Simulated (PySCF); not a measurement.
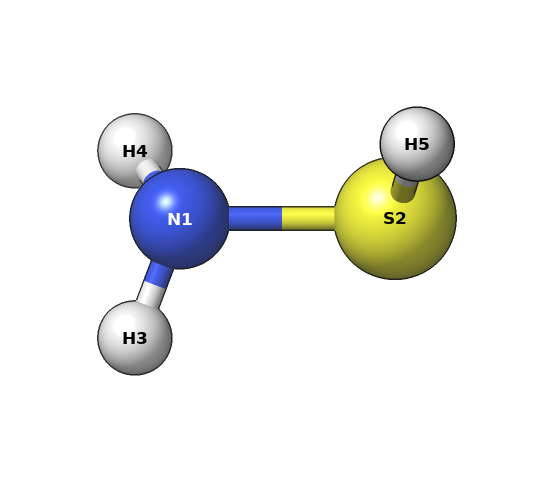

Computed geometry: PBE0-D3(BJ)/def2-SVP optimisation. No frequency run is at hand to confirm it as a minimum. Properties computed with delta-SCF UKS SCAN, pcX-2 on the ionised atom, pcseg-1 elsewhere, spin-free X2C (PySCF 2.14.0).

Give the core-electron binding energies (to vacuum; p and d levels without spin–orbit splitting) of N1 1s, S2 1s, S2 2p.

```
atom  level  binding energy (eV)
  N1     1s                405.9
  S2     1s               2478.2
  S2     2p                170.7
```
